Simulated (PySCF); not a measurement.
## Electronic structure of C6H10BClO in real space

```xyz
19

C    -3.0278   -0.5157    0.7339
C    -1.9082   -0.0237    0.2047
C    -1.8862    1.3687   -0.3616
B    -0.5878   -0.8690    0.1518
O     0.4767   -0.3047   -0.4240
C     1.7292   -0.9131   -0.5448
C     2.7724   -0.1938    0.2680
C     2.5690    0.8661    1.0264
Cl    4.3427   -0.9102    0.1203
H    -3.9475    0.0489    0.7767
H    -3.0652   -1.5098    1.1462
H    -1.1712    1.9802    0.1866
H    -1.5581    1.3410   -1.3989
H    -2.8663    1.8381   -0.3088
H    -0.5411   -1.9651    0.5957
H     1.6928   -1.9662   -0.2284
H     2.0246   -0.8855   -1.6029
H     1.5831    1.2900    1.0960
H     3.3591    1.3329    1.5861
```

Geometry: GFN2-xTB.

Level of theory: PBE0/pcSseg-1, SCF density, gas phase, non-relativistic in PySCF.

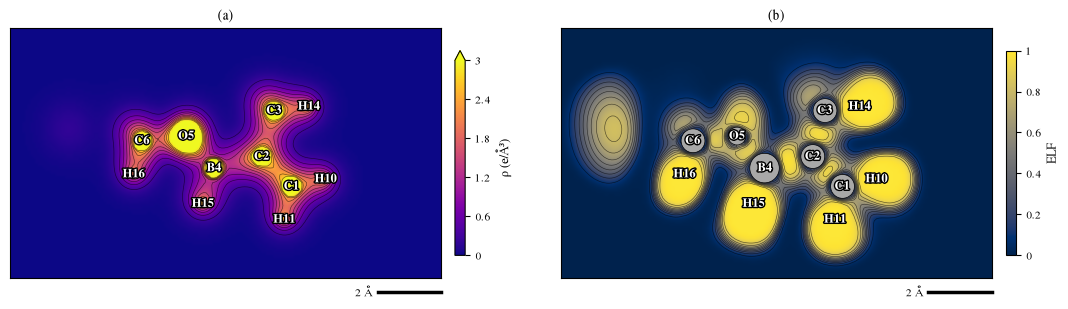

Figure 1. (a) electron density; (b) electron localisation function on the plane of atoms C1, C2 and C3. Grey discs cover the atomic cores in the ELF map.

Read the bonding off the picture.

The section cuts through C, B, O and H sites.
C–C (1.33 Å): the density is about 2.3 e/Å³ at the midpoint; the ELF peaks at about 0.95 between the atoms (a multiple bond).
B–O (1.34 Å): ρ at the midpoint is about 2.2 e/Å³; the ELF peaks at about 0.90 between the atoms: a polar covalent bond.
C–O (1.40 Å): ρ is about 2.1 e/Å³ halfway, with its minimum of 1.8 e/Å³ about 0.5 Å from C; the ELF peaks at about 0.90 between the atoms (a shared but strongly polarised pair).
C–B (1.57 Å): ρ at the midpoint is about 1.4 e/Å³; the ELF peaks at about 1 between the atoms; localised, covalent bonding.
C–H (1.08 Å): ρ at the midpoint is about 2 e/Å³; the ELF climbs to about 1 towards the hydrogen, as it does in any bond to H; an ordinary covalent bond to hydrogen.
The ELF also peaks beside Cl9 and O5, away from the bonds: lone-pair regions.

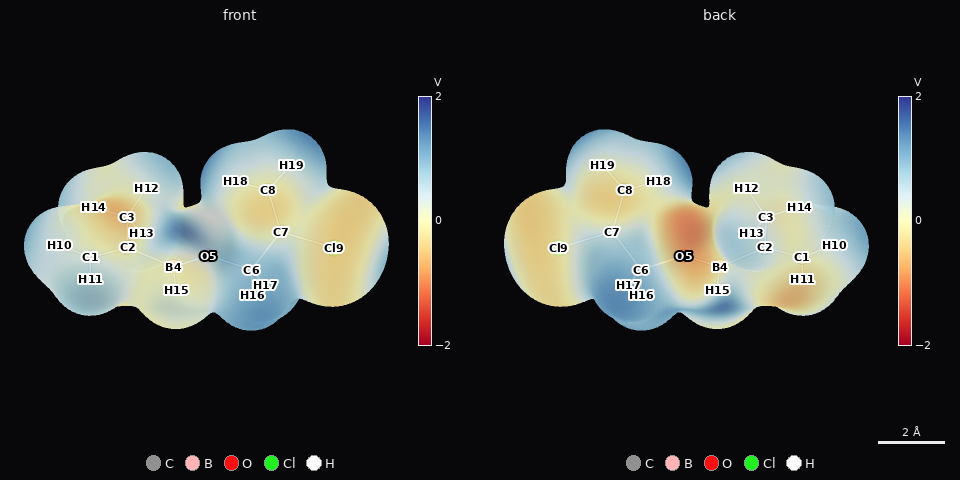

Figure 2. The molecular electrostatic potential painted on the density surface at 0.004 e/bohr³, seen from the front and from behind; red is negative and blue positive.

Describe the electrostatic potential map.

The most negative region (about −1.0 V) lies over O5, the most positive (about +1.5 V) over B4. Cl9 shows a σ-hole: about +0.9 V at the tip opposite its bond, against about −0.3 V on its flanks.

What dipole moment does the calculation give?

Its dipole moment is 0.67 D.
